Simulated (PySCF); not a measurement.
# C8H10P: the cost of one run

Programs: PySCF 2.14.0, with routines of our own; each step states its level. All values are computed. Atoms count from 0.

## 1. The system as given

19 atoms, charge 1, multiplicity 1; geometry from: GFN2-xTB.

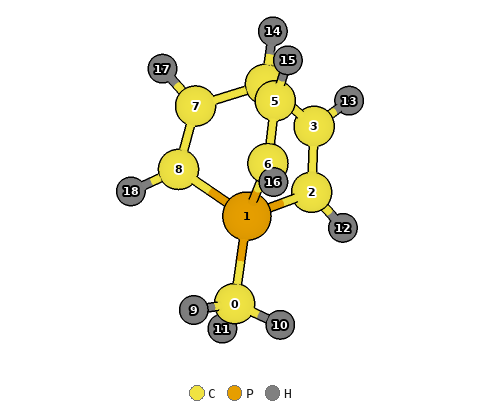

The starting geometry (carbon yellow, phosphorus amber, hydrogen grey).

## 2. Magnetic properties: GIAO PBE/pcSseg-1

The job: settings as JSON, then the geometry in Å.

```
{"job": {"kind": "mag", "xc": "PBE", "basis": "pcSseg-1", "isotopologues": 0}, "charge": 1, "multiplicity": 1}
C      2.362210    -0.699696     1.063383
P      0.779785    -0.229741     0.350728
C      0.448395    -0.699069    -1.351537
C     -0.755904    -0.281548    -1.724599
C     -1.606771     0.476021    -0.724482
C     -0.821459     1.695148    -0.282429
C      0.374736     1.519268     0.267228
C     -1.792281    -0.414726     0.488399
C     -0.715131    -0.849565     1.132299
H      2.410343    -0.348803     2.095182
H      3.167989    -0.247110     0.483768
H      2.459984    -1.786032     1.040225
H      1.153073    -1.244300    -1.954925
H     -1.169461    -0.450095    -2.704940
H     -2.564811     0.759671    -1.155460
H     -1.272222     2.661957    -0.434314
H      1.034301     2.291476     0.623475
H     -2.800486    -0.660270     0.778373
H     -0.702093    -1.483336     2.002165
```

Method: GIAO PBE/pcSseg-1 magnetisability, rotational g tensor and spin-rotation constants, non-relativistic, gas phase.

Command:

```
$ OMP_NUM_THREADS=1 python excited_run.py task.json out
```

This one command runs all jobs of the session in turn.

**Question.** How long does this first job take on 1 thread of Arm Neoverse N1, shared host, and how much memory does it need?

About 1.7 min, with a peak of 0.78 GiB.
